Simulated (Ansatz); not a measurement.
# BNH6 (SMILES [BH3-][NH3+]): levels of theory compared

Wanted: a comparison of 6 runs (B3LYP/STO-3G, BLYP/STO-3G, UPBE0/STO-3G, RPA@PBE/STO-3G, UMP2/STO-3G, CCSDTQ/STO-3G) of BNH6. 

The results are computed with Ansatz 0.2.0.

48 further runs of the same task are left out: 2 that didn't finish, 46 set aside as unsound or not needed.

### 1 The molecule

The species is BNH6 (8 atoms), meant as a singlet with charge 0. SMILES: `[BH3-][NH3+]`. The H5–B1 distance was set to 1.818 Å, away from the relaxed value. At this shape a bond of the SMILES string is far longer than usual.

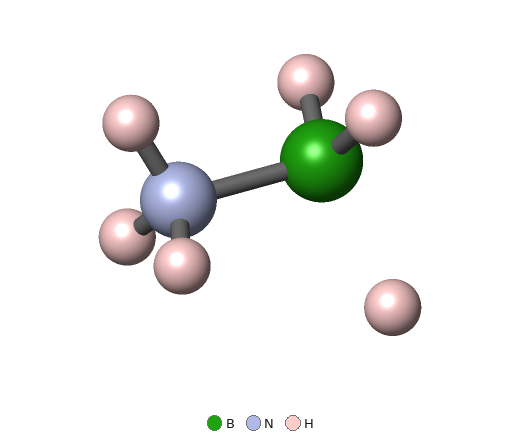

The structure, seen from a chosen angle (boron green, nitrogen light blue, hydrogen pink).

### 2 A single-point energy at B3LYP/STO-3G (run 1)

Contents of in.yaml:

```yaml
crystal:
  periodic: [false, false, false]
  atoms:
    - symbol: B
      position_ang: [-0.589123, -0.187071, -0.643909]
    - symbol: N
      position_ang: [-0.191323, -0.692971, 0.863191]
    - symbol: H
      position_ang: [-0.476023, -1.166271, -1.349509]
    - symbol: H
      position_ang: [-1.730423, 0.211829, -0.555709]
    - symbol: H
      position_ang: [0.604400, 1.126600, -1.038400]
    - symbol: H
      position_ang: [-0.257023, 0.069129, 1.530191]
    - symbol: H
      position_ang: [0.758777, -1.049171, 0.886791]
    - symbol: H
      position_ang: [-0.811823, -1.434371, 1.171991]
basis:
  gaussian:
    orbitals: STO-3G
hamiltonian:
  xc: {name: B3LYP}
accuracy: high
```

The run is started by

```sh
ansatz run in.yaml --threads 1 --pin off --max-ram 2610MiB --events-out events.jsonl --progress --plain --runs-dir runs
```

The program printed:

```text
Warning: RAYON_NUM_THREADS=1 ignored (pool sized by the plan → 1); use --threads N
Functional definition: B3LYP
  name "B3LYP"
  parameter a0 = 0.2
  parameter ax = 0.72
  parameter ac = 0.81
  exchange = (1 - a0 - ax)*slater_x + ax*b88_x + a0*exact_x
  correlation = (1 - ac)*vwn_rpa_c + ac*lyp_c
276 factors; integrals over basis functions are off by at most 1.3e-8 eV
mean field evaluation 1: about -2232.6169 eV, gradient 1.1e1 eV
mean field evaluation 2: about -2232.8681 eV, gradient 1.1e1 eV
mean field evaluation 4: about -2233.3104 eV, gradient 6.4e-1 eV
mean field evaluation 8: about -2233.2410 eV, gradient 2.4e-3 eV
mean field evaluation 16: about -2233.2410 eV, gradient 1.1e-8 eV
mean field -2233.24097827 eV, -82.0700922063 hartree, gradient 1.1e-8 eV, S^2 0.000000; 0 other end points of the search recorded, 0 dependent functions left out
reference -2233.24100763 eV, -82.0700932851 hartree; 9, 9 occupied and 7, 7 virtual orbitals, 276 factors
Total energy: -2233.24100763 eV, -82.0700932851 hartree
```

Wall time 1.2 s (1 thread of Arm Neoverse V1, shared host); peak memory 0.096 GiB.

### 3 A single-point energy at BLYP/STO-3G (run 2)

Contents of molecule.yaml:

```yaml
crystal:
  periodic: [false, false, false]
  atoms:
    - {symbol: B, position_ang: [-0.589123, -0.187071, -0.643909]}
    - {symbol: "N", position_ang: [-0.191323, -0.692971, 0.863191]}
    - {symbol: H, position_ang: [-0.476023, -1.166271, -1.349509]}
    - {symbol: H, position_ang: [-1.730423, 0.211829, -0.555709]}
    - {symbol: H, position_ang: [0.604400, 1.126600, -1.038400]}
    - {symbol: H, position_ang: [-0.257023, 0.069129, 1.530191]}
    - {symbol: H, position_ang: [0.758777, -1.049171, 0.886791]}
    - {symbol: H, position_ang: [-0.811823, -1.434371, 1.171991]}
basis:
  gaussian:
    orbitals: STO-3G
hamiltonian:
  xc: {name: BLYP}
accuracy: high
```

The run is started by

```sh
ansatz run molecule.yaml --threads 1 --pin off --max-ram 2610MiB --events-out events.jsonl --progress --plain --runs-dir runs
```

The program printed:

```text
Warning: RAYON_NUM_THREADS=1 ignored (pool sized by the plan → 1); use --threads N
Functional definition: BLYP
  name "BLYP"
  parameter beta = 0.0042
  parameter a = 0.04918
  parameter b = 0.132
  parameter c = 0.2533
  parameter d = 0.349
  exchange = b88_x(beta = beta)
  correlation = lyp_c(a = a, b = b, c = c, d = d)
276 factors; integrals over basis functions are off by at most 1.3e-8 eV
mean field evaluation 1: about -2230.8631 eV, gradient 1.1e1 eV
mean field evaluation 2: about -2230.5635 eV, gradient 1.5e1 eV
mean field evaluation 4: about -2231.5224 eV, gradient 1.2e0 eV
mean field evaluation 8: about -2231.4231 eV, gradient 3.7e-3 eV
mean field evaluation 16: about -2231.4231 eV, gradient 1.5e-8 eV
mean field -2231.42308688 eV, -82.0032859301 hartree, gradient 1.5e-8 eV, S^2 0.000000; 0 other end points of the search recorded, 0 dependent functions left out
reference -2231.42312692 eV, -82.0032874015 hartree; 9, 9 occupied and 7, 7 virtual orbitals, 276 factors
Total energy: -2231.42312692 eV, -82.0032874015 hartree
```

Run time: 1.2 s. Hardware: 1 thread of Arm Neoverse V1, shared host; peak memory 0.094 GiB.

### 4 A single-point energy at UPBE0/STO-3G (run 3)

Contents of run.yaml:

```yaml
crystal:
  periodic: [false, false, false]
  atoms:
    - symbol: B
      position_ang: [-0.589123, -0.187071, -0.643909]
    - symbol: N
      position_ang: [-0.191323, -0.692971, 0.863191]
    - symbol: H
      position_ang: [-0.476023, -1.166271, -1.349509]
    - symbol: H
      position_ang: [-1.730423, 0.211829, -0.555709]
    - symbol: H
      position_ang: [0.604400, 1.126600, -1.038400]
    - symbol: H
      position_ang: [-0.257023, 0.069129, 1.530191]
    - symbol: H
      position_ang: [0.758777, -1.049171, 0.886791]
    - symbol: H
      position_ang: [-0.811823, -1.434371, 1.171991]
basis:
  gaussian: {orbitals: STO-3G}
accuracy: high
magnetization: {spin_polarized: true, initial_magnetization: 0}
hamiltonian: {xc: {name: PBE0}}
```

The run is started by

```sh
ansatz run run.yaml --threads 1 --pin off --max-ram 2610MiB --events-out events.jsonl --progress --plain --runs-dir runs
```

The program printed:

```text
Warning: RAYON_NUM_THREADS=1 ignored (pool sized by the plan → 1); use --threads N
Functional definition: PBE0
  name "PBE0"
  parameter a = 0.25
  parameter kappa = 0.804
  parameter beta = 0.06672455060314922
  exchange = (1 - a)*pbe_x(kappa = kappa, mu = beta*pi^2/3) + a*exact_x
  correlation = pbe_c(beta = beta)
276 factors; integrals over basis functions are off by at most 1.3e-8 eV
mean field evaluation 1: about -2229.6199 eV, gradient 8.0e0 eV
mean field evaluation 2: about -2229.9758 eV, gradient 6.4e0 eV
mean field evaluation 4: about -2230.2862 eV, gradient 3.6e-1 eV
mean field evaluation 8: about -2230.2249 eV, gradient 1.8e-3 eV
mean field -2230.22485340 eV, -81.9592516616 hartree, gradient 3.6e-8 eV, S^2 0.000000; 0 other end points of the search recorded, 0 dependent functions left out
reference -2230.22485497 eV, -81.9592517194 hartree; 9, 9 occupied and 7, 7 virtual orbitals, 276 factors
Total energy: -2230.22485497 eV, -81.9592517194 hartree
```

It took 1.9 s on 1 thread of Arm Neoverse V1, shared host; peak memory 0.13 GiB.

Runs 4 to 5 aren't shown in full; the table further down has their settings and results.

### 5 A single-point energy at CCSDTQ/STO-3G (run 6)

Contents of job.yaml:

```yaml
crystal:
  periodic: [false, false, false]
  atoms:
    - {symbol: B, position_ang: [-0.589123, -0.187071, -0.643909]}
    - {symbol: N, position_ang: [-0.191323, -0.692971, 0.863191]}
    - {symbol: H, position_ang: [-0.476023, -1.166271, -1.349509]}
    - {symbol: H, position_ang: [-1.730423, 0.211829, -0.555709]}
    - {symbol: H, position_ang: [0.604400, 1.126600, -1.038400]}
    - {symbol: H, position_ang: [-0.257023, 0.069129, 1.530191]}
    - {symbol: H, position_ang: [0.758777, -1.049171, 0.886791]}
    - {symbol: H, position_ang: [-0.811823, -1.434371, 1.171991]}
basis:
  gaussian:
    orbitals: STO-3G
correlation:
  method: ccsdtq
  frozen_orbitals: {B: 1, H: 0, "N": 1}
accuracy: high
scf:
  omitted_lower_state_checks: [cluster_reference, increment]
```

The run is started by

```sh
ansatz run job.yaml --threads 1 --pin off --max-ram 2610MiB --events-out events.jsonl --progress --plain --runs-dir runs
```

The program printed (excerpt; [...] marks lines left out):

```text
Warning: RAYON_NUM_THREADS=1 ignored (pool sized by the plan → 1); use --threads N
Functional definition: HF
  name "HF"
[...]
276 factors; integrals over basis functions are off by at most 1.3e-8 eV
[...]
mean field -2216.89284670 eV, -81.4693094523 hartree, gradient 1.3e-8 eV, S^2 0.000000; 0 other end points of the search recorded, 0 dependent functions left out; unrestricted orbitals would lower it
2 core orbitals not correlated: weight in the atoms' cores, before any rotation towards them, 1.000 or more for the frozen orbitals, at most 0.000 for the correlated occupied ones
reference -2216.89284670 eV, -81.4693094523 hartree; 7, 7 occupied and 7, 7 virtual orbitals, 276 factors
second order -3.17605847 eV of doubles, -0.00000000 eV of singles
cycle   1  -3.95371155 eV  change   -7.8e-1 eV  update   8.1e-2
[...]
cycle  21  -4.46788329 eV  change  -3.5e-10 eV  update  9.0e-10
Total energy: -2221.36072999 eV, -81.6335011347 hartree
Checks for a lower state left out: cluster_reference, increment
```

It took 6.9 s on 1 thread of Arm Neoverse V1, shared host; peak memory 0.13 GiB.

### 6 Overview of the runs

```csv
run,level,frozen core orbitals,energy (Eh),wall time
1,B3LYP/STO-3G,–,-82.070093,1.2 s
2,BLYP/STO-3G,–,-82.003287,1.2 s
3,UPBE0/STO-3G,–,-81.959252,1.9 s
4,RPA@PBE/STO-3G,2,-81.707973,1.7 s
5,UMP2/STO-3G,2,-81.580184,0.14 s
6,CCSDTQ/STO-3G,2,-81.633501,6.9 s
```

### 7 Results

```
                                          quantity         value
                               run 6: total energy  -81.63350 Eh
run 6: correlation energy (2 core orbitals frozen)    -164.2 mEh
                              run 6: T1 diagnostic         0.010
```

What this shows: Totals of different functionals can't be ranked against each other. In run 6 the log says that unrestricted orbitals would lower the reference, so the values rest on an unstable closed-shell determinant (other closed-shell runs at this shape may share the fault). In runs 1, 2, 3, 4, 5, 6 the basis is minimal, so the values are rough. Spin contamination of the reference: run 5 ⟨S²⟩ = 0.11. All runs together took 13 s, the longest 6.9 s.
